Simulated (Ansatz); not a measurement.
Cl$_{2}$OTi

The calculation's input:

```
crystal:
  periodic: [false, false, false]
  atoms:
    - {symbol: Ti, position_ang: [0.072248, -0.001813, 0.252402]}
    - {symbol: O, position_ang: [1.659518, -0.022942, 0.093636]}
    - {symbol: Cl, position_ang: [-0.838993, 1.982548, -0.166599]}
    - {symbol: Cl, position_ang: [-0.892783, -1.957782, -0.179449]}
basis:
  gaussian: {orbitals: def2-TZVP, initial_orbitals: start.molden}
hamiltonian: {xc: pbe0, dispersion: d4}
scf: {omitted_lower_state_checks: [starts]}
output: {forces: true, orbitals: {seedname: orbitals}}
```

Command:

```sh
ansatz run in.yaml --threads 4 --pin off --events-out ev --progress --plain --max-ram 3916MiB
```

Geometry: PBE-D4/def2-SVP; not at a stationary point (largest force 0.8 eV/Å).

These are results of Ansatz 0.2.0, RKS PBE0-D4/def2-TZVP, not measurements.

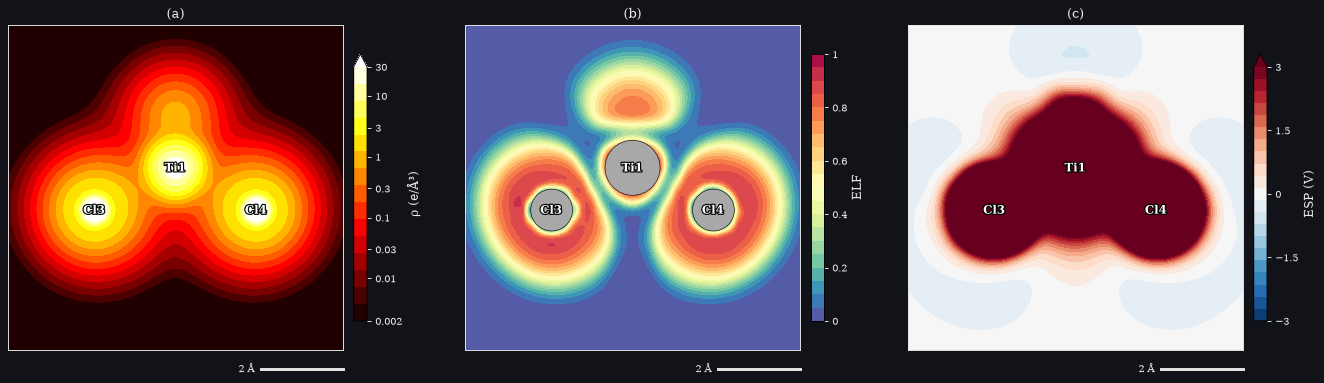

Figure 1. (a) total electron density; (b) electron localisation function; (c) electrostatic potential on the plane of atoms Cl3, Ti1 and Cl4. Grey discs cover the atomic cores in the ELF map.

> Interpret the plot.

- Atoms in the plane: Ti and Cl.
- Ti–Cl (2.22 Å): ρ at the midpoint is about 0.65 e/Å³; the ELF peaks at about 0.85 in the valence shell of Cl, 0.8 Å from its nucleus, and is about 0.45 at the midpoint.
- Outside the dense part of the molecule the potential is most negative (−0.5 V) near O2, which lies off the plane.

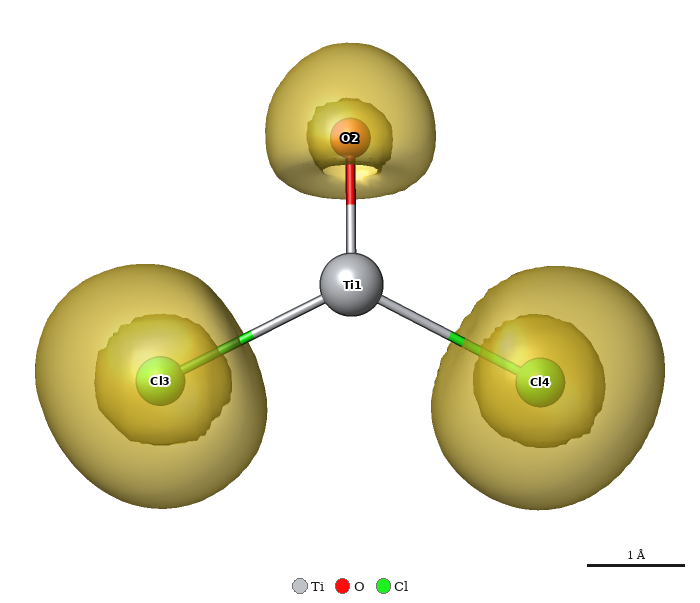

Figure 2. Isosurface of the electron localisation function at 0.75 (yellow), seen across its widest extent. Only the valence region is drawn (cores and ρ < 0.01 e/Å³ removed).

> Identify the bonds, lone pairs and shells in this picture.

The ELF exceeds this value in two regions wrapped around Cl (the valence shell of each) and one region wrapped around O (its valence shell).


Ti–O (1.60 Å): the ELF peaks at about 0.80 in the valence shell of O, 0.5 Å from its nucleus, and is about 0.45 at the midpoint.

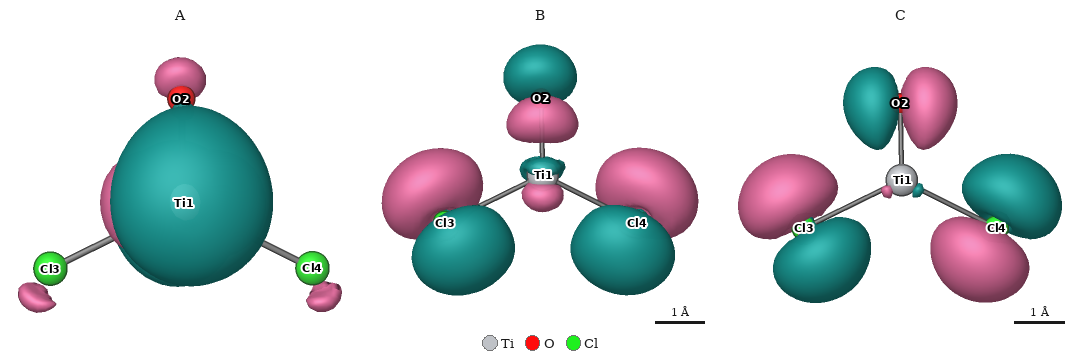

Figure 3. Three frontier orbitals at ±0.1 Å⁻³ᐟ² (teal and pink are the two phases), in no order.

> Order the three orbitals by energy and name them.

B is the HOMO−1 (−9.61 eV). It lies mainly on Cl3 (about 40 %), Cl4 (about 40 %), O2 (about 15 %) and Ti1 (about 10 %); largely a combination of lone pairs on Cl3, Cl4 and O2. C is the HOMO (−9.26 eV). It lies mainly on Cl3 (about 40 %), Cl4 (about 40 %) and O2 (about 15 %); largely a combination of lone pairs on Cl3, Cl4 and O2. A is the LUMO (−3.92 eV). Its weight (Hirshfeld) is mainly on Ti1 (about 90 %).

> What is the HOMO–LUMO gap?

5.34 eV between the orbital energies.
